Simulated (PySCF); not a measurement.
## Run report: C$_{6}$H$_{3}$F$_{3}$S, NMR shielding calculation

System: C$_{6}$H$_{3}$F$_{3}$S.
Method: GIAO PBE0/pcSseg-1 NMR shielding, non-relativistic, gas phase (PySCF 2.14.0).

The geometry comes from this level: GFN2-xTB, MD frame at 625 fs, 400 K. It belongs to a series of runs on one base structure; here: MD frame at 625 fs, 400 K. Figures and captions count atoms from 1; the log counts them from 0 in places.

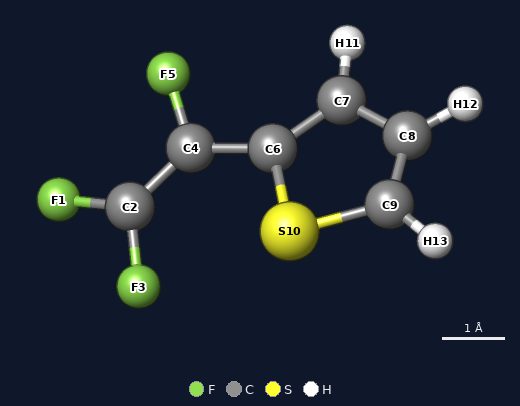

Fig. 1: The structure (ball-and-stick view, seen at a tilt; atoms are numbered from 1 in the order of the input).

**The input**
```
{"job": {"kind": "nmr", "xc": "PBE0", "basis": "pcSseg-1", "pop": false}, "charge": 0, "multiplicity": 1}
F      3.087600    -0.680200     1.225100
C      1.823000    -0.162800     0.966600
F      1.998300     0.928600     0.213100
C      0.670400    -0.912800     1.081300
F      0.762400    -2.004900     1.836600
C     -0.677400    -0.664400     0.668700
C     -1.774000    -1.501600     0.449900
C     -2.790300    -0.710700    -0.094200
C     -2.468800     0.582700    -0.292100
S     -0.885200     0.941100     0.194500
H     -1.949400    -2.512000     0.739000
H     -3.824800    -1.041500    -0.153100
H     -3.117600     1.286400    -0.783800
```

The first line tells a small driver script what to run in PySCF; the rest is the geometry in Å.

Command:
```bash
OMP_NUM_THREADS=1 python <driver script> task.json out
```

**What the program printed**
```
coarse grid: 13264 points
cycle   1  E = -927.0965707762  dE =  2.033e+00  |g| = 8.488e-01  |ddm| = 3.875e+00
cycle   2  E = -926.7438678279  dE =  3.527e-01  |g| = 1.574e+00  |ddm| = 1.892e+00
cycle   3  E = -927.2325211367  dE = -4.887e-01  |g| = 1.313e-01  |ddm| = 1.430e+00
cycle   4  E = -927.2345056606  dE = -1.985e-03  |g| = 1.071e-01  |ddm| = 2.778e-01
cycle   5  E = -927.2372211445  dE = -2.715e-03  |g| = 1.282e-02  |ddm| = 1.080e-01
cycle   6  E = -927.2372514332  dE = -3.029e-05  |g| = 5.703e-03  |ddm| = 1.727e-02
cycle   7  E = -927.2372589923  dE = -7.559e-06  |g| = 1.852e-03  |ddm| = 7.220e-03
final grid: 129928 points
cycle   8  E = -927.3191798166  dE = -3.845e-05  |g| = 1.050e-02  |ddm| = 3.933e-02
cycle   9  E = -927.3191317398  dE =  4.808e-05  |g| = 1.770e-02  |ddm| = 2.897e-02
cycle  10  E = -927.3192046447  dE = -7.290e-05  |g| = 2.015e-03  |ddm| = 2.004e-02
cycle  11  E = -927.3192056267  dE = -9.820e-07  |g| = 5.569e-04  |ddm| = 2.355e-03
cycle  12  E = -927.3192056932  dE = -6.655e-08  |g| = 1.374e-04  |ddm| = 6.075e-04
cycle  13  E = -927.3192056959  dE = -2.721e-09  |g| = 4.996e-05  |ddm| = 1.514e-04
cycle  14  E = -927.3192056965  dE = -5.548e-10  |g| = 1.477e-05  |ddm| = 5.882e-05
```

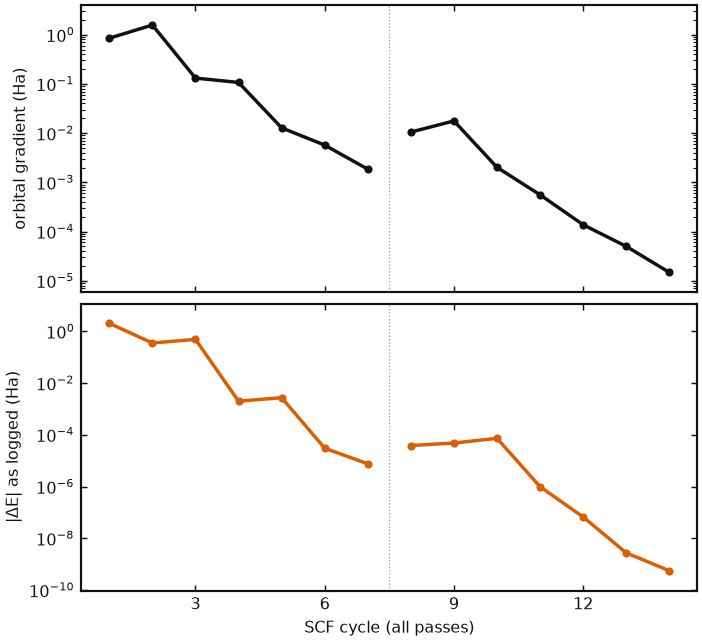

Fig. 2: Convergence of the self-consistent field: orbital gradient and size of the energy change against the SCF cycle. The dotted line marks the change from a coarse to the final integration grid. The first 7 cycles use a coarse grid, the final grid takes over at cycle 8, and the field converges after 14 cycles in all.

```
converged SCF energy = -927.3192056965

GIAO shielding tensors (ppm)
atom      isotropic    diamagn.    paramagn.     s11        s22        s33       span
  0 F      251.207     469.914    -218.707    190.896    251.229    311.495    120.600
  1 C        6.095     247.871    -241.776    -33.596      1.911     49.969     83.565
  2 F      265.979     475.508    -209.529    191.641    296.056    310.240    118.598
  3 C       39.586     243.588    -204.001     10.366     24.322     84.071     73.705
  4 F      336.974     469.923    -132.948    272.449    349.665    388.809    116.360
  5 C       53.674     268.049    -214.374     -9.113     32.462    137.675    146.789
  6 C       58.917     246.972    -188.055    -12.984     32.545    157.189    170.173
  7 C       51.756     254.687    -202.931    -32.747     36.332    151.682    184.429
  8 C       54.637     261.017    -206.380    -41.090     58.516    146.484    187.574
  9 S      298.255    1058.013    -759.758    129.298    296.571    468.895    339.597
 10 H       24.067      30.474      -6.407     20.805     24.612     26.784      5.979
 11 H       24.322      28.204      -3.882     20.963     24.771     27.234      6.271
 12 H       24.492      30.350      -5.857     21.277     25.089     27.111      5.834
```

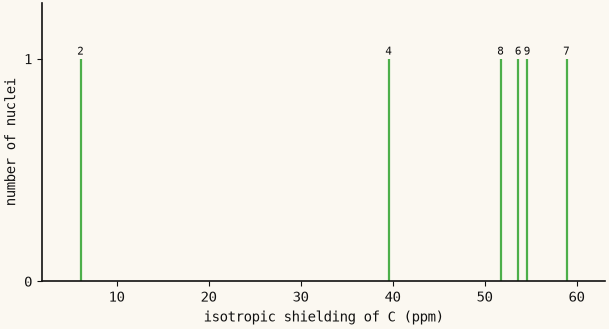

Fig. 3: Isotropic shieldings of the carbon nuclei in this fixed geometry, labelled by atom number; shielding grows to the right, so chemical shift grows to the left. The least shielded is C2 (6.1 ppm), the most shielded C7 (58.9 ppm).

**Results in brief**

```csv
quantity,value
outcome,converged
total energy,−927.319206 hartree
HOMO,−6.60 eV
LUMO,−1.73 eV
dipole moment,2.94 D
"isotropic shielding, F",251.2 to 337.0 ppm
"isotropic shielding, C",6.1 to 58.9 ppm
"isotropic shielding, S",298.3 ppm
"isotropic shielding, H",24.1 to 24.5 ppm
hardware,"1 CPU thread, shared host"
wall time,45 s
peak memory,0.86 GiB
```
